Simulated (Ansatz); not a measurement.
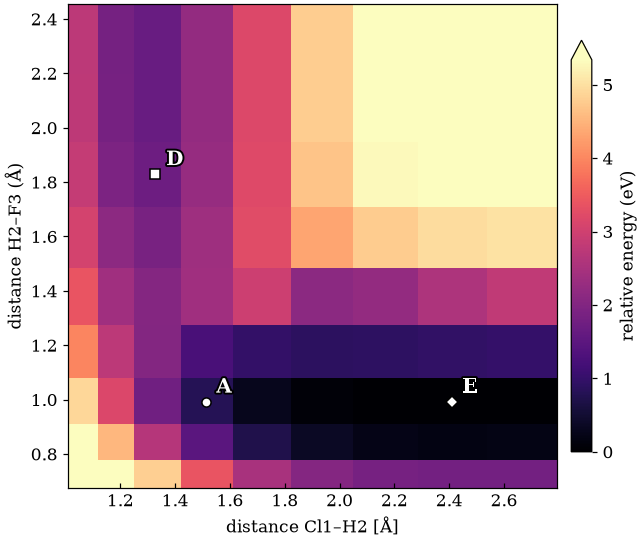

The system Cl + HF, spin multiplicity 2. 
- The first coordinate is: distance Cl1–H2; the second: distance H2–F3.
- Nothing is relaxed (the angle Cl1–H2–F3 is fixed at 180 degrees).
- Grid: 9 × 9 points.
- Points are written as (first, second).
- All energies are given in eV relative to the lowest grid point.
- Energies and slopes of some neighbouring points disagree (a jump in structure or state, or too coarse a mesh). In part of the range the unrestricted reference is strongly spin-contaminated.
- The calculation used Ansatz, UHF-MP2, frozen core/aug-cc-pVTZ.

In the figure: one coloured cell a grid point, one colour for all values above the top of the scale, lettered points.

Question: Is E the lowest point of the computed grid?

Answer: Yes. E, at (2.409 Å, 0.992 Å), has the lowest energy of the grid.

Question: Rank the lettered points by energy, lowest first.

Answer: E (0.00 eV), A (0.79 eV), D (1.71 eV).
